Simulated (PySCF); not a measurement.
# [Dy(NH3)]3+: how settings move a single point

Which settings matter for [Dy(NH3)]3+? Each run alters one on purpose. The structure is generated, not taken from experiment.

The runs use PySCF 2.14.0; PBE, Dy lcecp-1-SVP with ECP55, N def2-SVP, H def2-SVP; scalar-relativistic core potentials, no spin–orbit coupling.

3 further runs of the same task are left out: 2 for a known fault of the program, 1 that didn't finish.

### Step 1. The starting structure

5 atoms, charge 3, spin multiplicity 1.

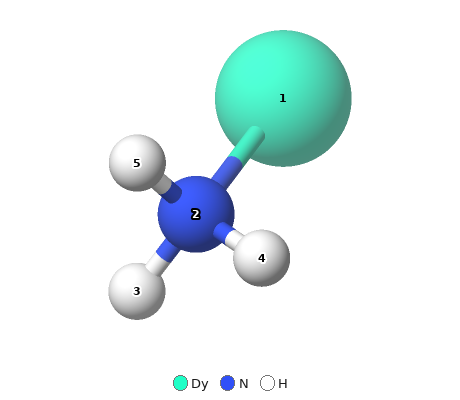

The structure; dysprosium teal, nitrogen blue, hydrogen white; atoms are numbered from 1 in the order of the file.

Coordinates:

```
Dy    0.00000    0.00000   -0.13134
N     0.00000    0.00000    2.18730
H     0.95166    0.00004    2.65170
H    -0.47586    0.82414    2.65170
H    -0.47580   -0.82418    2.65170
```

Formal oxidation states: Dy +3. Each metal's 9 4f electrons lie in its core potential, so multiplicities, spins and levels count the valence alone. An earlier session relaxed this geometry at PBE, Dy lcecp-1-SVP with ECP55, N def2-SVP, H def2-SVP (singlet, point group C3v).

The sound run used a (50, 194) grid (finer on f atoms), a threshold of 1e-8 and at most 55 cycles, and ended at -92.197987 Eh.

### Step 2. Try 1

run.py (the lines that set the calculation) reads:

```python
mol = gto.M(atom='''
Dy     0.00000     0.00000    -0.13134
N      0.00000     0.00000     2.18730
H      0.95166     0.00004     2.65170
H     -0.47586     0.82414     2.65170
H     -0.47580    -0.82418     2.65170''',
    basis={'Dy': 'lcecp-1-SVP', 'N': 'def2-SVP', 'H': 'def2-SVP'},
    ecp={'Dy': 'lcecp-1-SVP'},
    charge=3, spin=0)
mf = dft.RKS(mol, xc='PBE')
mf.grids.atom_grid = (50, 194)  # f atoms: unpruned, at least (60, 302)
mf = mf.density_fit()  # fitting sets: Dy AutoAux, N def2-universal-JKFIT, H def2-universal-JKFIT
mf.conv_tol = 0.001; mf.max_cycle = 55
mf.kernel(dm0)  # dm0: free metal ions and neutral atoms
```

Command:

```sh
OMP_NUM_THREADS=2 python run.py
```

The log of the run:

```text
init E= -84.791928299715
  HOMO = -1.6405616049108  LUMO = -0.982318783719288  gap/eV = 17.91170
cycle= 1 E= -89.7343018689153  delta_E= -4.94  |g|= 3.24  |ddm|=  3.1
  HOMO = -0.813194713924076  LUMO = -0.810482014580712  gap/eV = 0.07382
cycle= 2 E= -73.9494299957616  delta_E= 15.8  |g|=  3.1  |ddm|= 5.59
  HOMO = -1.20303913416811  LUMO = -0.948788893942208  gap/eV = 6.91850
cycle= 3 E= -68.66720794507  delta_E= 5.28  |g|= 4.92  |ddm|= 8.56
  HOMO = -1.11050927827165  LUMO = -1.04535061706342  gap/eV = 1.77306
cycle= 4 E= -90.5517741788256  delta_E= -21.9  |g|= 2.57  |ddm|= 6.22
  HOMO = -1.25742900810828  LUMO = -0.984691752673822  gap/eV = 7.42156
cycle= 5 E= -90.8539878146037  delta_E= -0.302  |g|= 2.38  |ddm|= 1.07
  HOMO = -1.38708451139502  LUMO = -0.798588229308187  gap/eV = 16.01380
cycle= 6 E= -91.3953020830986  delta_E= -0.541  |g|= 1.85  |ddm|= 0.616
  HOMO = -1.0522094160229  LUMO = -0.751440516519299  gap/eV = 8.18434
cycle= 7 E= -92.0949957762407  delta_E= -0.7  |g|= 0.679  |ddm|= 1.22
  HOMO = -0.959577937293073  LUMO = -0.795188676293105  gap/eV = 4.47326
cycle= 8 E= -92.1928743570739  delta_E= -0.0979  |g|= 0.134  |ddm|= 0.672
  HOMO = -0.975388653318905  LUMO = -0.79017624341479  gap/eV = 5.03989
cycle= 9 E= -92.1979276806424  delta_E= -0.00505  |g|= 0.0162  |ddm|= 0.148
  HOMO = -0.973839905194005  LUMO = -0.789555818853241  gap/eV = 5.01463
cycle= 10 E= -92.1979861680846  delta_E= -5.85e-05  |g|= 0.0012  |ddm|= 0.0141
  HOMO = -0.974173313128858  LUMO = -0.789079952862805  gap/eV = 5.03665
Extra cycle  E= -92.1979851953299  delta_E= 9.73e-07  |g|= 0.00239  |ddm|= 0.00476
converged SCF energy = -92.1979851953299
```

It took 6.6 s on 2 threads of Intel Xeon at 2.50GHz (Skylake/Cascade Lake), shared host.

Changed: the SCF threshold (0.001). It converges in 10 cycles, at the sound run's energy within 0.001 eV, with a largest force component of 0.02 eV/Å. The result survives the change.

### Step 3. Try 2

run.py (the lines that set the calculation) reads:

```python
mol = gto.M(atom='''
Dy     0.00000     0.00000    -0.14710
N      0.00000     0.00000     2.44977
H      1.06586     0.00004     2.96991
H     -0.53296     0.92304     2.96991
H     -0.53289    -0.92308     2.96991''',
    basis={'Dy': 'lcecp-1-SVP', 'N': 'def2-SVP', 'H': 'def2-SVP'},
    ecp={'Dy': 'lcecp-1-SVP'},
    charge=3, spin=0)
mf = dft.RKS(mol, xc='PBE')
mf.grids.atom_grid = (50, 194)  # f atoms: unpruned, at least (60, 302)
mf = mf.density_fit()  # fitting sets: Dy AutoAux, N def2-universal-JKFIT, H def2-universal-JKFIT
mf.conv_tol = 1e-08; mf.max_cycle = 55
mf.kernel(dm0)  # dm0: free metal ions and neutral atoms
```

Command:

```sh
OMP_NUM_THREADS=2 python run.py
```

The log of the run:

```text
init E= -84.7987606172994
  HOMO = -1.59597986718337  LUMO = -0.975113898901235  gap/eV = 16.89462
cycle= 1 E= -89.389722949016  delta_E= -4.59  |g|= 3.24  |ddm|=    3
  HOMO = -0.816112039627069  LUMO = -0.809571383601842  gap/eV = 0.17798
cycle= 2 E= -74.2752671057648  delta_E= 15.1  |g|= 2.72  |ddm|= 5.55
  HOMO = -1.34168115058936  LUMO = -0.815099165611662  gap/eV = 14.32903
cycle= 3 E= -67.2703639310361  delta_E=    7  |g|= 4.87  |ddm|= 8.16
  HOMO = -1.19817303886332  LUMO = -0.947687117064419  gap/eV = 6.81607
cycle= 4 E= -68.2168067757627  delta_E= -0.946  |g|= 4.63  |ddm|= 0.759
  HOMO = -1.16995861594415  LUMO = -1.00018221897351  gap/eV = 4.61985
cycle= 5 E= -68.3551058613443  delta_E= -0.138  |g|=  4.6  |ddm|= 0.125
  HOMO = -1.15024127037594  LUMO = -1.04382266674826  gap/eV = 2.89580
cycle= 6 E= -68.4180935224012  delta_E= -0.063  |g|= 4.61  |ddm|= 0.0969
  HOMO = -1.14969803062904  LUMO = -1.0417677707359  gap/eV = 2.93693
cycle= 7 E= -68.4268738624502  delta_E= -0.00878  |g|= 4.61  |ddm|= 0.0098
  HOMO = -1.13401394681731  LUMO = -1.08627103797065  gap/eV = 1.29915
cycle= 8 E= -68.5305831729063  delta_E= -0.104  |g|= 4.67  |ddm|= 0.141
cycle= 9 E= -89.363871341598  delta_E= -20.8  |g|= 3.37  |ddm|=  5.2
  HOMO = -1.20348518658297  LUMO = -1.11019565429611  gap/eV = 2.53854
cycle= 10 E= -89.7247836705705  delta_E= -0.361  |g|= 3.08  |ddm|=    1
  HOMO = -1.23350917198379  LUMO = -1.10147261279478  gap/eV = 3.59290
cycle= 11 E= -89.7129210140702  delta_E= 0.0119  |g|= 3.08  |ddm|= 0.168
  HOMO = -1.18009971124814  LUMO = -1.13067122844897  gap/eV = 1.34502
cycle= 12 E= -89.5804629714749  delta_E= 0.132  |g|= 3.15  |ddm|= 0.179
  HOMO = -1.24647087292946  LUMO = -1.24099424332043  gap/eV = 0.14903
cycle= 13 E= -72.3864464529142  delta_E= 17.2  |g|= 3.35  |ddm|= 6.08
  HOMO = -1.39718388998787  LUMO = -0.841709215733611  gap/eV = 15.11524
cycle= 14 E= -90.9607231501303  delta_E= -18.6  |g|= 2.21  |ddm|=  5.7
  HOMO = -1.03920591531514  LUMO = -0.770444552213758  gap/eV = 7.31337
cycle= 15 E= -91.9529154582991  delta_E= -0.992  |g|= 0.942  |ddm|= 1.21
  HOMO = -0.8810974338489  LUMO = -0.800470239017254  gap/eV = 2.19398
cycle= 16 E= -92.1293329127339  delta_E= -0.176  |g|= 0.306  |ddm|= 1.12
  HOMO = -0.913476151130933  LUMO = -0.785988960038342  gap/eV = 3.46910
cycle= 17 E= -92.1618229935424  delta_E= -0.0325  |g|= 0.0426  |ddm|= 0.454
  HOMO = -0.909152823993526  LUMO = -0.786471596081615  gap/eV = 3.33833
cycle= 18 E= -92.1622861130063  delta_E= -0.000463  |g|= 0.00956  |ddm|= 0.056
  HOMO = -0.90998139600012  LUMO = -0.785453328863687  gap/eV = 3.38858
cycle= 19 E= -92.1623154889073  delta_E= -2.94e-05  |g|= 0.00245  |ddm|= 0.0154
  HOMO = -0.909774753770311  LUMO = -0.785609493282313  gap/eV = 3.37871
cycle= 20 E= -92.1623173343323  delta_E= -1.85e-06  |g|= 6.87e-05  |ddm|= 0.00276
  HOMO = -0.909773785717551  LUMO = -0.785614005784271  gap/eV = 3.37856
cycle= 21 E= -92.1623173357369  delta_E= -1.4e-09  |g|= 1.83e-05  |ddm|= 6.68e-05
  HOMO = -0.909766897104902  LUMO = -0.785616642894256  gap/eV = 3.37830
Extra cycle  E= -92.1623173350833  delta_E= 6.54e-10  |g|= 5.31e-05  |ddm|= 7.26e-05
converged SCF energy = -92.1623173350833
```

Wall time 9.4 s (2 threads of Intel Xeon at 2.50GHz (Skylake/Cascade Lake), shared host).

Changed: the scale of all coordinates (1.12). It converges in 21 cycles, +0.971 eV from the sound run, with a largest force component of 2.84 eV/Å. The setting is unsound, so these numbers aren't the compound's.

### Step 4. Try 3

run.py (the lines that set the calculation) reads:

```python
mol = gto.M(atom='''
Dy     0.00000     0.00000    -0.13134
N      0.00000     0.00000     2.18730
H      0.95166     0.00004     2.65170
H     -0.47586     0.82414     2.65170
H     -0.47580    -0.82418     2.65170''',
    basis={'Dy': 'lcecp-1-SVP', 'N': 'def2-SVP', 'H': 'def2-SVP'},
    ecp={'Dy': 'lcecp-1-SVP'},
    charge=3, spin=0)
mf = dft.RKS(mol, xc='PBE')
mf.grids.atom_grid = (99, 590)  # f atoms: unpruned, at least (60, 302)
mf = mf.density_fit()  # fitting sets: Dy AutoAux, N def2-universal-JKFIT, H def2-universal-JKFIT
mf.conv_tol = 1e-08; mf.max_cycle = 55
mf.kernel(dm0)  # dm0: free metal ions and neutral atoms
```

Command:

```sh
OMP_NUM_THREADS=2 python run.py
```

The log of the run:

```text
init E= -84.791936632419
  HOMO = -1.64056152029167  LUMO = -0.98231892467359  gap/eV = 17.91169
cycle= 1 E= -89.734308288782  delta_E= -4.94  |g|= 3.24  |ddm|=  3.1
  HOMO = -0.813194146089699  LUMO = -0.810485004183905  gap/eV = 0.07372
cycle= 2 E= -73.9494261124823  delta_E= 15.8  |g|=  3.1  |ddm|= 5.59
  HOMO = -1.20303251793751  LUMO = -0.948782322137493  gap/eV = 6.91850
cycle= 3 E= -68.6680811103866  delta_E= 5.28  |g|= 4.92  |ddm|= 8.56
  HOMO = -1.11055195814977  LUMO = -1.04531828409906  gap/eV = 1.77510
cycle= 4 E= -90.5526201027704  delta_E= -21.9  |g|= 2.57  |ddm|= 6.22
  HOMO = -1.25760574713474  LUMO = -0.984554732994949  gap/eV = 7.43010
cycle= 5 E= -90.8546067844065  delta_E= -0.302  |g|= 2.38  |ddm|= 1.07
  HOMO = -1.38682494002393  LUMO = -0.79824654067753  gap/eV = 16.01603
cycle= 6 E= -91.3966738680534  delta_E= -0.542  |g|= 1.84  |ddm|= 0.617
  HOMO = -1.05204067455842  LUMO = -0.751531118410595  gap/eV = 8.17728
cycle= 7 E= -92.0953231577531  delta_E= -0.699  |g|= 0.678  |ddm|= 1.22
  HOMO = -0.959569790341845  LUMO = -0.79520379691868  gap/eV = 4.47263
cycle= 8 E= -92.1928869591218  delta_E= -0.0976  |g|= 0.134  |ddm|= 0.671
  HOMO = -0.975385165749664  LUMO = -0.790179301227457  gap/eV = 5.03971
cycle= 9 E= -92.1979357987809  delta_E= -0.00505  |g|= 0.0162  |ddm|= 0.148
  HOMO = -0.973838182717767  LUMO = -0.78955659002542  gap/eV = 5.01456
cycle= 10 E= -92.197993920377  delta_E= -5.81e-05  |g|= 0.00121  |ddm|= 0.0141
  HOMO = -0.973847293239931  LUMO = -0.789267947341212  gap/eV = 5.02266
cycle= 11 E= -92.1979944758929  delta_E= -5.56e-07  |g|= 0.000405  |ddm|= 0.00204
  HOMO = -0.973909495177757  LUMO = -0.789259553413725  gap/eV = 5.02458
cycle= 12 E= -92.1979945160058  delta_E= -4.01e-08  |g|= 5.8e-05  |ddm|= 0.000421
  HOMO = -0.973901617672571  LUMO = -0.789260761194148  gap/eV = 5.02433
cycle= 13 E= -92.1979945170411  delta_E= -1.04e-09  |g|= 2.01e-06  |ddm|= 7.13e-05
  HOMO = -0.973901724503957  LUMO = -0.789260251517494  gap/eV = 5.02435
Extra cycle  E= -92.1979945170413  delta_E= -2.27e-13  |g|= 1.87e-06  |ddm|= 5.77e-06
converged SCF energy = -92.1979945170413
```

It took 16 s on 2 threads of Intel Xeon at 2.50GHz (Skylake/Cascade Lake), shared host.

Changed: the integration grid, to (99, 590). It converges in 13 cycles, at the sound run's energy within 0.001 eV, with a largest force component of 0.01 eV/Å. The result survives the change.

### Step 5. Try 4

Changes to run.py (the lines that set the calculation) since step 4:

```diff
@@ -10,5 +10,5 @@
 mf = dft.RKS(mol, xc='PBE')
-mf.grids.atom_grid = (99, 590)  # f atoms: unpruned, at least (60, 302)
+mf.grids.atom_grid = (50, 194)  # f atoms: unpruned, at least (60, 302)
 mf = mf.density_fit()  # fitting sets: Dy AutoAux, N def2-universal-JKFIT, H def2-universal-JKFIT
-mf.conv_tol = 1e-08; mf.max_cycle = 55
-mf.kernel(dm0)  # dm0: free metal ions and neutral atoms
+mf.conv_tol = 1e-08; mf.max_cycle = 76
+mf.kernel(dm0)  # dm0: core Hamiltonian
```

Command:

```sh
OMP_NUM_THREADS=2 python run.py
```

The log of the run:

```text
init E= -83.71363211796
cycle= 1 E= -73.8677182454897  delta_E= 9.85  |g|= 3.41  |ddm|= 9.48
  HOMO = -1.99647678328706  LUMO = -1.93603568789213  gap/eV = 1.64469
cycle= 2 E= -45.3022499195  delta_E= 28.6  |g|=  6.8  |ddm|= 14.1
  HOMO = -1.49453564498431  LUMO = -1.33249578083729  gap/eV = 4.40933
cycle= 3 E= -65.5368404041538  delta_E= -20.2  |g|= 5.55  |ddm|= 7.36
  HOMO = -1.40718272773619  LUMO = -1.35199368816931  gap/eV = 1.50177
cycle= 4 E= -88.2560483882166  delta_E= -22.7  |g|= 4.03  |ddm|= 6.67
  HOMO = -1.23126576255852  LUMO = -1.17451631422274  gap/eV = 1.54423
cycle= 5 E= -90.4402436981089  delta_E= -2.18  |g|= 2.68  |ddm|= 1.44
  HOMO = -1.43028261187429  LUMO = -0.844567449759169  gap/eV = 15.93812
cycle= 6 E= -91.3156844836928  delta_E= -0.875  |g|= 1.92  |ddm|= 1.06
  HOMO = -1.09699591357517  LUMO = -0.701276019701646  gap/eV = 10.76809
cycle= 7 E= -92.0849327553771  delta_E= -0.769  |g|= 0.602  |ddm|=  1.1
  HOMO = -1.02809596503382  LUMO = -0.780339699129594  gap/eV = 6.74179
cycle= 8 E= -92.1572261708916  delta_E= -0.0723  |g|= 0.428  |ddm|= 0.718
  HOMO = -0.956370755643611  LUMO = -0.799960055293742  gap/eV = 4.25615
cycle= 9 E= -92.1918762297259  delta_E= -0.0347  |g|= 0.143  |ddm|= 0.481
  HOMO = -0.974970606763513  LUMO = -0.787983635914138  gap/eV = 5.08817
cycle= 10 E= -92.1979359638167  delta_E= -0.00606  |g|= 0.0125  |ddm|= 0.182
  HOMO = -0.973948756154737  LUMO = -0.789332353597565  gap/eV = 5.02367
cycle= 11 E= -92.197986729515  delta_E= -5.08e-05  |g|= 0.000287  |ddm|= 0.0171
  HOMO = -0.973904155554933  LUMO = -0.789251872428508  gap/eV = 5.02464
cycle= 12 E= -92.1979867551311  delta_E= -2.56e-08  |g|= 7.24e-05  |ddm|= 0.000481
  HOMO = -0.973900723003567  LUMO = -0.789259764534085  gap/eV = 5.02434
cycle= 13 E= -92.1979867565008  delta_E= -1.37e-09  |g|= 8.95e-06  |ddm|= 8.71e-05
  HOMO = -0.973902394210562  LUMO = -0.789260475999576  gap/eV = 5.02436
Extra cycle  E= -92.1979867565014  delta_E= -5.83e-13  |g|= 9.13e-06  |ddm|= 1.52e-05
converged SCF energy = -92.1979867565014
```

Wall time 7.2 s (2 threads of Intel Xeon at 2.50GHz (Skylake/Cascade Lake), shared host).

Changed: the starting guess (bare core Hamiltonian); the cycle limit is 76. It converges in 13 cycles, at the sound run's energy within 0.001 eV, with a largest force component of 0.01 eV/Å. The result survives the change.

### Step 6. Side by side

| run | changed | ending | energy change (eV) | cycles | time | usable |
| --- | --- | --- | --- | --- | --- | --- |
| 1 | the SCF threshold | converged | 0.000 | 10 | 6.6 s | yes |
| 2 | the scale of all coordinates | converged | +0.971 | 21 | 9.4 s | no |
| 3 | the integration grid | converged | 0.000 | 13 | 16 s | yes |
| 4 | the starting guess | converged | 0.000 | 13 | 7.2 s | yes |

3 of 4 altered runs give a usable result. 1 ended normally with numbers unfit to quote.
